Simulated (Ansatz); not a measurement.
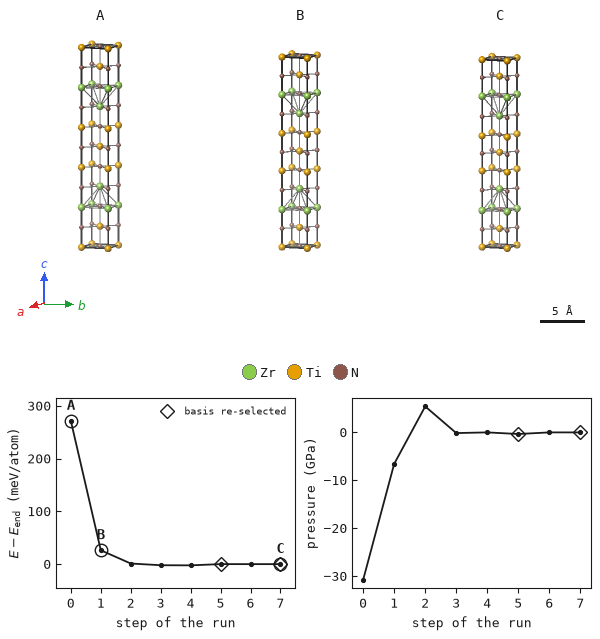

Frames of a relaxation of a crystal of Zr2Ti3N5 (a generated structure, set up in I4/mmm) (coarse preliminary run), marked on the history of the run. Style: ball-and-stick. Shown: the conventional cell (2 times the calculation's cell), slightly off an axis. Lengths and directions refer to the drawn axes.

Theory: DFT PBE, scalar-relativistic, plane waves, PAW in Ansatz 0.2.0. Settings: plane-wave cutoff 420 eV; k-point mesh 8 × 8 × 8; occupations gaussian; smearing width 0.1 eV; collinear spin; cell and atoms relaxed; force threshold 0.04 eV/Å; at most 70 steps.

> What happens along the run?

The largest moves relative to the cell, 0.14 Å, are those of Ti atoms. By element the largest moves are Ti 0.14 Å, N 0.11 Å, Zr 0.10 Å. The drawn cell changes as follows: a = b 3.309 → 3.129 Å (−5.4 %), c 23.395 → 21.944 Å (−6.2 %); the volume changes by −16.1 %. Some distances before and after: Ti–Ti 3.309 → 3.019 Å, N–Ti 2.339 → 2.054 Å, N–Ti 2.339 → 2.082 Å, Ti–Ti 3.309 → 3.129 Å. The space group stays I4/mmm (No. 139). The energy falls by 272 meV per atom in 5 accepted moves (7 points after the start). Largest force component: 0.91 eV/Å at the start, 0.0038 eV/Å at the end. Pressure: −30.76 GPa at the start and −0.01 GPa at the end. The SCF was repeated twice at an unchanged geometry on a basis and grid sized afresh for the cell, which shifted the energy by 2.4 meV per atom at most. The program noted that the starting moments weren't kept. The run took 77 s on 4 threads of Intel(R) Xeon(R) 6975P-C (Granite Rapids) (shared host), peak memory 1 GiB. From step 0 to 1: Zr atoms move most (0.05 Å), volume −13.8 %, energy −245 meV per atom. From step 1 to 7: Ti atoms move most (0.11 Å), volume −2.8 %, energy −26.3 meV per atom.
